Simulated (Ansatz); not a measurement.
A series of calculations on Si₂H₆OF₂

Part 1: Relaxation

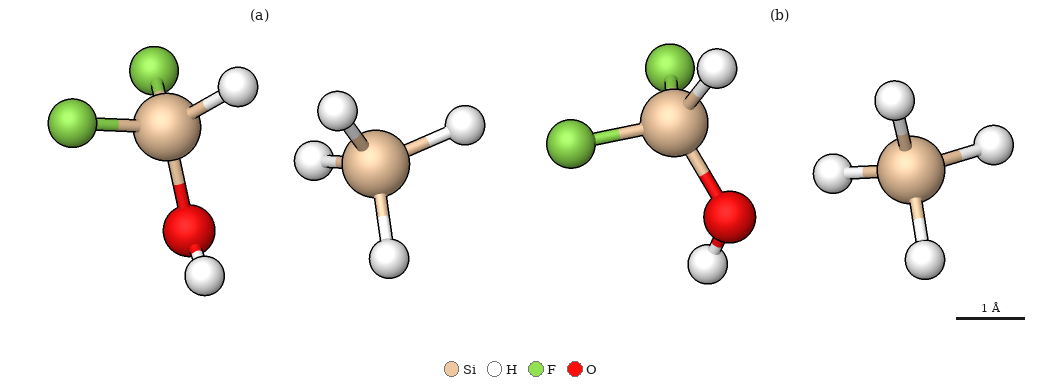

The structure of Si$_{2}$H$_{6}$OF$_{2}$ before (left) and after (right) a relaxation, at one scale.

The picture is a ball-and-stick view, seen at a tilt.

The run prepares an end point of a later path (reaction) calculation, from a guessed geometry.

Level of theory: RKS BHLYP-D4/def2-SVP (Ansatz).

Input
```yaml
crystal:
  periodic: [false, false, false]
  atoms:
    - { symbol: Si, position_ang: [-0.190424, 0.285273, -0.065784] }
    - { symbol: H, position_ang: [-0.218593, 0.390962, 1.387088] }
    - { symbol: F, position_ang: [1.269304, 0.603498, -0.615547] }
    - { symbol: F, position_ang: [-1.174136, 1.372051, -0.704275] }
    - { symbol: O, position_ang: [-0.565936, -1.202585, -0.608043] }
    - { symbol: H, position_ang: [-1.370986, -1.636929, -0.335545] }
    - { symbol: Si, position_ang: [1.502177, -2.329444, 1.368373] }
    - { symbol: H, position_ang: [0.445907, -3.359364, 1.248007] }
    - { symbol: H, position_ang: [2.188785, -2.1356, 0.075163] }
    - { symbol: H, position_ang: [2.483076, -2.767884, 2.390912] }
    - { symbol: H, position_ang: [0.888326, -1.067278, 1.800252] }
basis:
  gaussian: { orbitals: def2-SVP }
hamiltonian:
  xc: { name: BHLYP }
  dispersion: d4
relax:
  f_tol: 0.03
  max_steps: 50
output:
  orbitals: {}
```

Command:
```bash
ansatz run input.yaml --threads 4 --pin off --max-ram 5120MiB --backend cpu --events-out ev --progress --plain --runs-dir out
```

**Describe what moved and what it gained.**

After 20 accepted moves (24 points after the start) the energy has fallen by 6.41 kcal/mol. The largest force component goes from 0.45 to 0.027 eV/Å. The line search rejected the trial steps at points 9, 11, 14, 22 of the run. The forces were under the threshold at step 10, but the run went on from there. The largest move after the best rigid fit is that of H2, 0.80 Å. Largest moves by element: H 0.80 Å, O 0.62 Å, F 0.47 Å, Si 0.31 Å. Some distances before and after: Si1–Si7 3.429 → 3.959 Å, Si7–H11 1.468 → 1.480 Å, Si1–F3 1.592 → 1.598 Å, Si1–H2 1.457 → 1.452 Å. Bond angles that change, for instance: F3–Si1–O5 106.2° → 110.5°, H2–Si1–O5 113.2° → 109.7°. Groups turn about Si1–O5 by about 120°. Cost: 41 s on 4 threads of Arm Neoverse V1, with other jobs on the host, peak memory 0.25 GiB.

Part 2: Relaxation

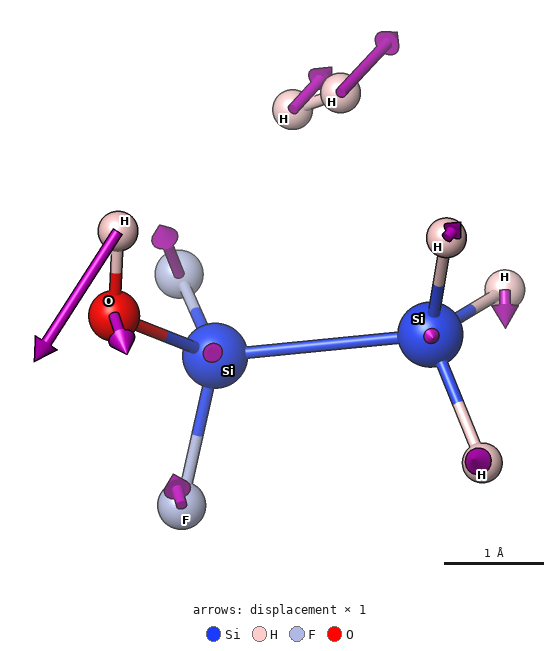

This is a relaxation of Si2H6OF2. The starting structure is drawn; purple arrows show the displacements, at their true length. The two geometries are superimposed by the best rigid fit.

A ball-and-stick model, seen face on.

The run prepares an end point of a later path (reaction) calculation, from a guessed geometry.

Computed with RKS BHLYP-D4/def2-SVP in Ansatz. Settings: no spin polarisation; force threshold 0.03 eV/Å; at most 50 steps.

Atoms of which element are displaced furthest, and by how much?

Answer. Hydrogen: up to 1.59 Å, against 0.87 Å for fluorine.

Describe the change and its energy.

Answer. The largest move after the best rigid fit is that of an H atom, 1.59 Å. Largest moves by element: H 1.59 Å, F 0.87 Å, O 0.60 Å, Si 0.24 Å. Near-neighbour distances that change, for instance: Si–Si 2.255 → 2.321 Å, H–H 0.713 → 0.754 Å, F–Si 1.599 → 1.608 Å, H–Si 1.483 → 1.479 Å. Bond angles that change, for instance: O–Si–Si 115.1° → 110.3°, F–Si–O 105.3° → 109.7°. Groups turn about O–Si by about 125°, Si–Si by about 35°. After 27 accepted moves (28 points after the start) the energy has fallen by 0.302 eV. The largest force component goes from 1.5 to 0.023 eV/Å. The line search rejected the trial step at point 24 of the run. The forces were under the threshold at step 26, but the run went on from there. The run took 45 s on 4 threads of Arm Neoverse V1, with other jobs on the host, peak memory 0.25 GiB.

Limits of the set-up: the start holds two separate molecules, 2.2 Å apart at their closest, whose relative position is a soft coordinate.

Part 3: Path

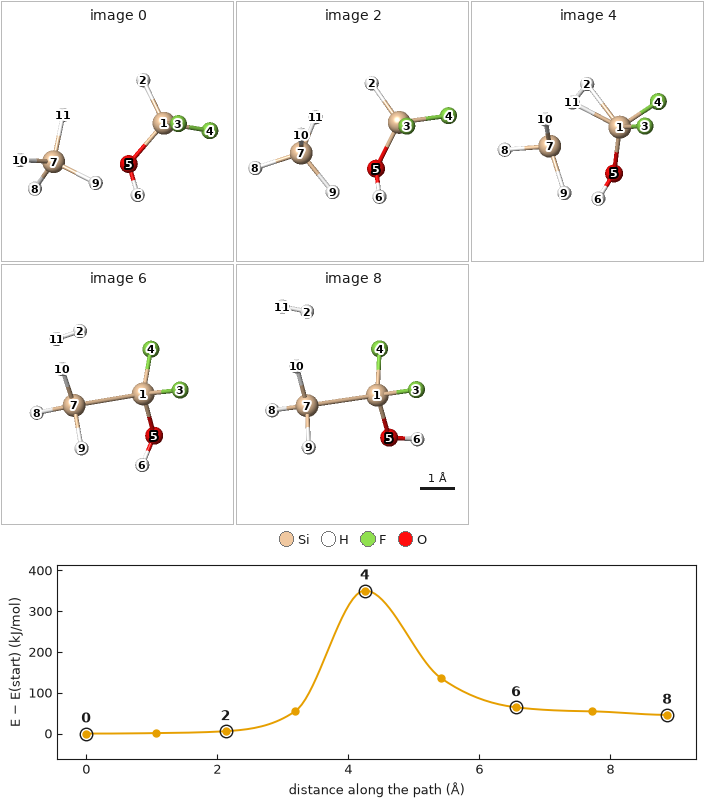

A search for the minimum-energy path of Si2H6OF2, made up at the start of SiH2OF2 and SiH₄ by the nudged elastic band. Images are numbered from 0 (start) to 8 (end). A ball-and-stick model, seen at a tilt.

Computed with Ansatz, RKS BHLYP-D4/def2-SVP. Set-up: 7 movable images; climbing image; force threshold 0.03 eV/Å; iteration limit 60; starting path through a guess of the saddle point.

Read off the barrier and say what moves.

Answer. The highest point, image 4, lies 350.8 kJ/mol above the start and 304.9 kJ/mol above the end; the end is at +45.9 kJ/mol relative to the start. Breaking: Si1–H2 (1.45 → 1.71 at the top → 3.36 Å), Si7–H11 (1.48 → 1.99 at the top → 3.52 Å). Forming: H2–H11 (3.17 → 1.01 at the top → 0.75 Å), Si1–Si7 (3.96 → 2.61 at the top → 2.32 Å). The band is converged. At the top, the vibrational analysis gives one imaginary mode (1469i cm⁻¹), as a transition state must have.

Limits of the set-up: the start holds two separate molecules, 3.0 Å apart at their closest, whose relative position is a soft coordinate.
